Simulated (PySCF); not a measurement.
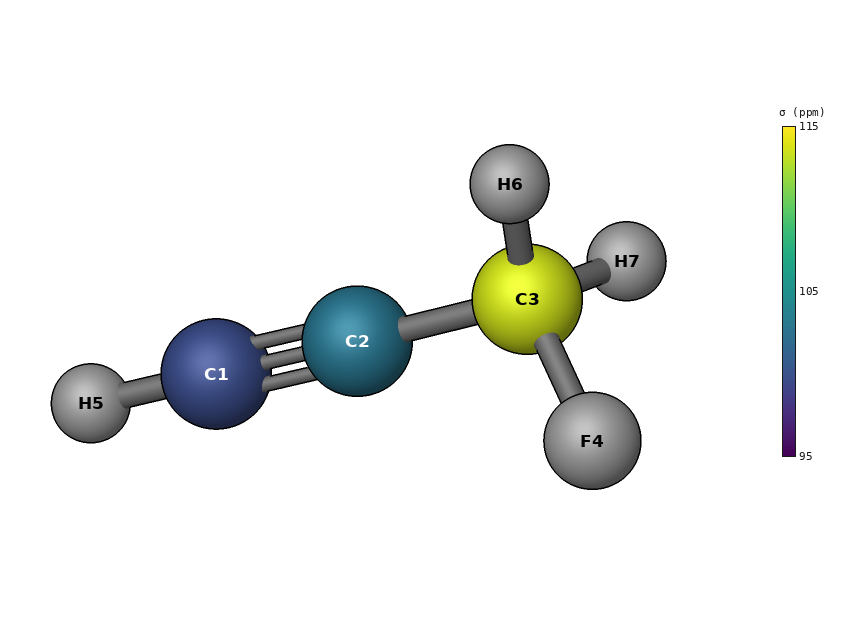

Atoms are coloured by their isotropic NMR shieldings (C only, the others grey). The geometry was computed by an optimisation with PBE0-D3(BJ)/def2-SVP. No frequency run is at hand to confirm it as a minimum. Level of theory: GIAO PBE0/pcSseg-1 NMR shielding, non-relativistic, gas phase (PySCF 2.14.0).

Give the isotropic NMR shieldings of the C atoms atom by atom.

```csv
atom,σ (ppm)
C1,99.7
C2,102.8
C3,113.6
```
